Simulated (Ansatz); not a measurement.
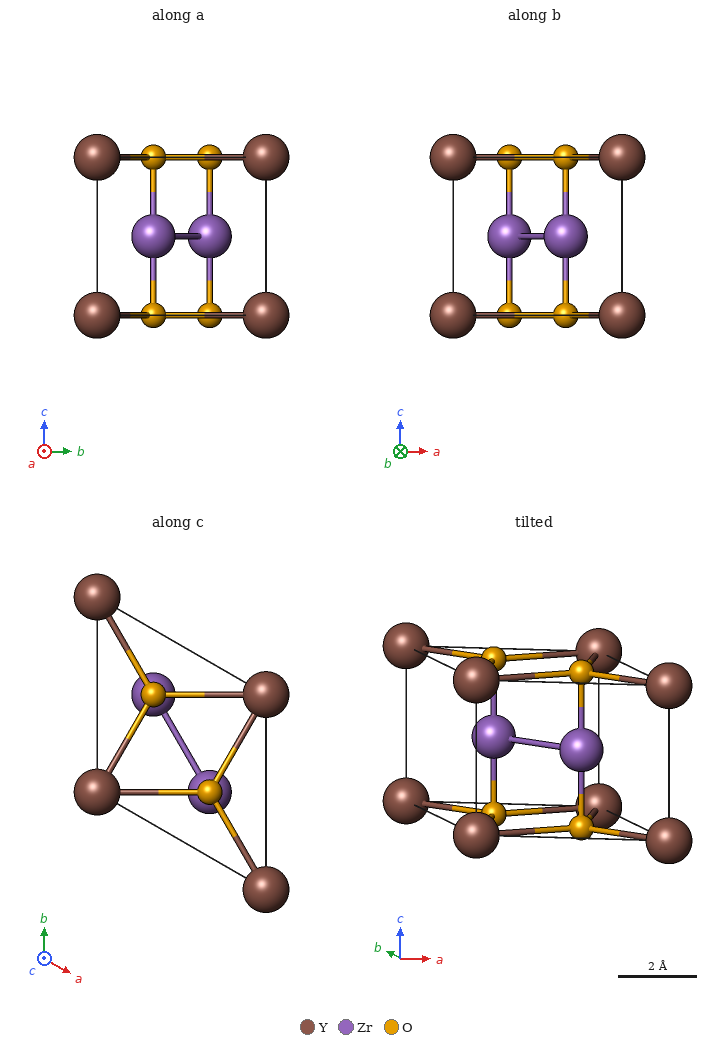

We look at a ball-and-stick model of the crystal along the a axis, along the b axis, along the c axis and slightly off an axis. The parallelepiped is the conventional unit cell.

Lattice parameters: a = 5.0580 Å, b = 5.0580 Å, c = 4.0959 Å, α = 90.000°, β = 90.000°, γ = 120.000°.

Question: Set out the cell and atoms as a CIF in P1 with every atom of the cell.

Answer:
```cif
data_structure
_symmetry_space_group_name_H-M 'P 1'
_symmetry_Int_Tables_number 1
_cell_length_a 5.0580
_cell_length_b 5.0580
_cell_length_c 4.0959
_cell_angle_alpha 90.000
_cell_angle_beta 90.000
_cell_angle_gamma 120.000
_cell_volume 90.75
loop_
_atom_site_label
_atom_site_type_symbol
_atom_site_fract_x
_atom_site_fract_y
_atom_site_fract_z
_atom_site_occupancy
Y1 Y 0.0000 0.0000 0.0000 1
Zr1 Zr 0.3333 0.6667 0.5000 1
Zr2 Zr 0.6667 0.3333 0.5000 1
O1 O 0.3333 0.6667 0.0000 1
O2 O 0.6667 0.3333 0.0000 1
```

The model was built from a random cell made by a generator, so it need not be a real form of the compound. Earlier steps of the study may have refined or changed the cell and positions. It was run through Ansatz as a DFT input.
